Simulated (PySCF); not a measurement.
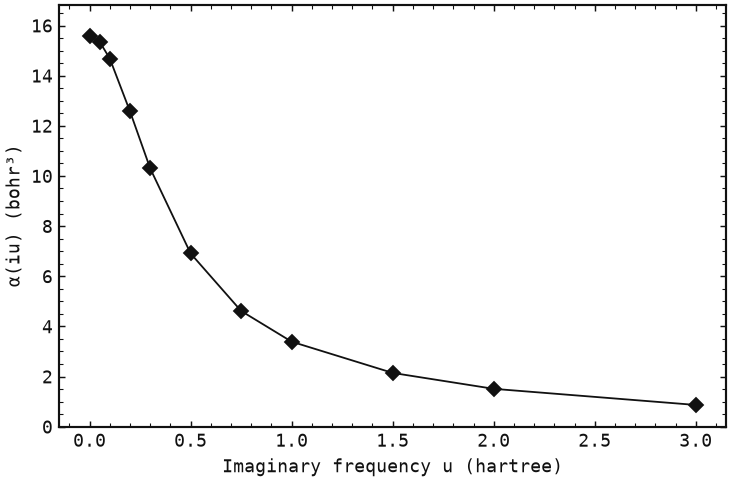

Dipole polarisability at imaginary frequency of an atom or ion with 47 electrons in the configuration [Kr] 4d⁹ 5s 5p. Coupled response at the PBE0 level; PySCF, aug-cc-pVQZ-PP plus 1 diffuse shell for each l with a 28-electron core potential, unrestricted single determinants, no spin-orbit coupling.

**Which species is it, and what does the curve give?**

In²⁺. The static dipole polarisability is 15.6 bohr³; α(iu) falls to half of it near u = 0.44 hartree. The Casimir–Polder integral gives C₆ = 85.2 hartree bohr⁶ for two such species.

Known limits: determinant is not a pure L term.
